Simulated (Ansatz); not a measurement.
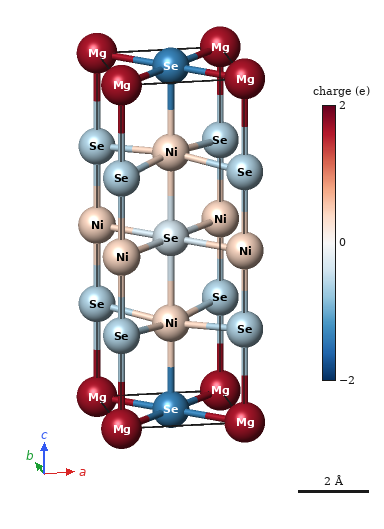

View slightly off an axis, drawn as a ball-and-stick model. Lines trace the edges of the simulation cell. The atoms of this MgNi$_{3}$Se$_{4}$ cell are coloured by their Bader charge.

Electronic-structure method: Ansatz, DFT PBE, scalar-relativistic, plane waves, PAW. Parameters: cutoff 420 eV, a 10×10×4 sampling of the Brillouin zone, Gaussian smearing of 0.1 eV, no spin polarisation (a spin-restricted run, not always the ground state).

Which atoms are positive and which negative?

Most positive: Mg; most negative: Se. Charges: about Mg +1.6 e; Ni +0.4 e; Se -1.3 to -0.3 e.

It goes back to a structure type filled with these elements by a generator (whether the compound takes this form wasn't checked). Earlier steps of the study may have refined or changed the cell and positions. It was run through Ansatz as a DFT input.
